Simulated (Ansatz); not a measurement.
One crystal and one scan (scan of one atom of the cell) at two levels, PBE (plane waves to 420 eV, PAW, scalar-relativistic; Ansatz, a first-principles code) and r2SCAN (plane waves to 500 eV, PAW, scalar-relativistic; Ansatz), each from its own relaxed cell and on its own mesh. The cell shown is that of PBE.

TiO$_{2}$ (rutile)

```yaml
crystal:
  lattice:
    - [4.64343, 0.00000, 0.00000]
    - [0.00000, 4.64343, 0.00000]
    - [0.00000, 0.00000, 2.96381]
  atoms:
    - { symbol: Ti, position: [0.00000, 0.00000, 0.00000] }
    - { symbol: Ti, position: [0.50000, 0.50000, 0.50000] }
    - { symbol: O, position: [0.30513, 0.30513, 0.00000] }
    - { symbol: O, position: [0.80513, 0.19487, 0.50000] }
    - { symbol: O, position: [0.19487, 0.80513, 0.50000] }
    - { symbol: O, position: [0.69487, 0.69487, 0.00000] }
```

In each cell atom 2 (Ti, nearest neighbour O at 1.958 Å; its periodic images, 3.0 Å or more away, move with it) moves by s·(0.707, 0.707, 0.000) (along Cartesian [110]), the rest being held.

The energy includes the smearing's −TS. TiO2 is run without spin polarisation. TiO2 was relaxed with its symmetry unable to fall. Percentages come from the unrounded values.

```tsv
quantity	PBE	r2SCAN	PBE − r2SCAN
Lattice constant a (Å)	4.643	4.597	+0.046 (+1.0 %)
Lattice constant c (Å)	2.964	2.954	+0.010 (+0.3 %)
Relaxed volume (Å³/atom)	10.65	10.40	+0.25 (+2.4 %)
Band gap of the relaxed cell, no spin-orbit coupling (eV)	1.86	2.22	-0.36 (-16 %)
Force constant k = d²E/ds² at s = 0 (finite differences) (eV/Å²)	20.02	21.78	-1.76 (-8.1 %)
```

PBE gives the higher value for: lattice constant a; lattice constant c; relaxed volume. PBE gives the lower value for: band gap of the relaxed cell, no spin-orbit coupling; force constant k = d²E/ds² at s = 0. Both give the same shape of the curve: a single well with its minimum at or next to zero displacement.

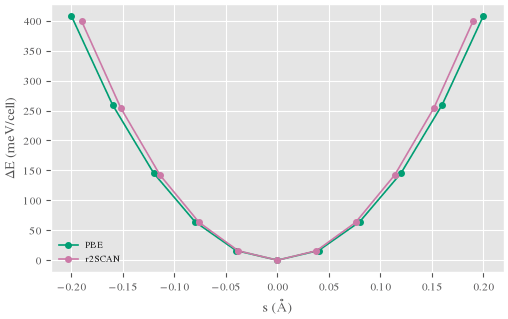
Figure: ΔE, each from the undisplaced structure of its own level.

(For displaced atoms, the force is minus the slope of the energy, and its curvature is a force constant, which sets phonon frequencies.)
